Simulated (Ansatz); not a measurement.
```yaml
crystal:
  lattice:
    - [5.65743, 0.00000, 0.00000]
    - [0.00000, 5.65743, 0.00000]
    - [0.00000, 0.00000, 10.82897]
  atoms:
    - { symbol: Al, position: [0.00000, 0.50000, 0.00000] }
    - { symbol: Al, position: [0.50000, 0.00000, 0.50000] }
    - { symbol: Al, position: [0.50000, 0.00000, 0.00000] }
    - { symbol: Al, position: [0.00000, 0.50000, 0.50000] }
    - { symbol: Mo, position: [0.00000, 0.00000, 0.00000] }
    - { symbol: Mo, position: [0.50000, 0.50000, 0.50000] }
    - { symbol: As, position: [0.73641, 0.26359, 0.36122] }
    - { symbol: As, position: [0.23641, 0.76359, 0.86122] }
    - { symbol: As, position: [0.23641, 0.23641, 0.13878] }
    - { symbol: As, position: [0.73641, 0.73641, 0.63878] }
    - { symbol: As, position: [0.26359, 0.73641, 0.36122] }
    - { symbol: As, position: [0.76359, 0.23641, 0.86122] }
    - { symbol: As, position: [0.26359, 0.26359, 0.63878] }
    - { symbol: As, position: [0.76359, 0.76359, 0.13878] }
```

Space group I-42m; a structure from a database of computed crystals, not necessarily the ambient phase; started from the Li2WS4-121 prototype, which need not be the ambient phase; computed without spin polarisation.

Level of theory: Ansatz, DFT, r2SCAN+rVV10, plane waves, PAW.

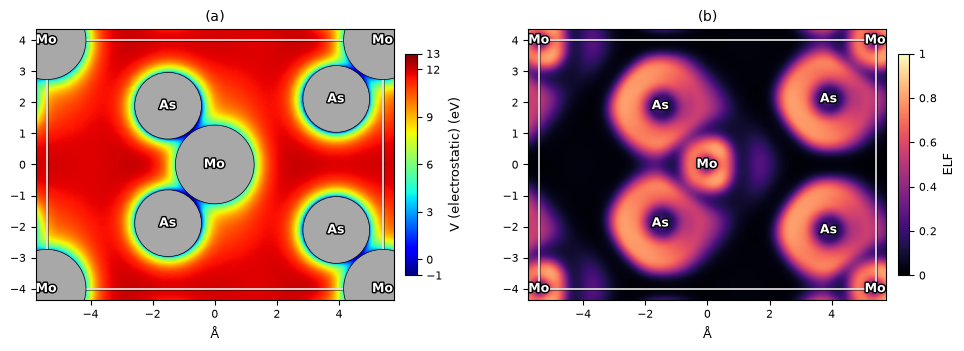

Al$_{2}$MoAs$_{4}$. (a) electrostatic potential energy of an electron; (b) electron localisation function on the (110) plane of the conventional cell. Grey discs cover the atomic cores in the potential map.

What does the map show?

The section cuts through Mo and As sites.
Mo–As (2.42 Å): the ELF is about 0.50 at the midpoint.
The features right at Mo lie inside the PAW spheres, where the map follows smoothed inner orbitals and isn't to be read closely.
Outside the cores the potential energy rises away from the atoms and is highest about 2.2 Å from the nearest atoms; its zero is arbitrary.
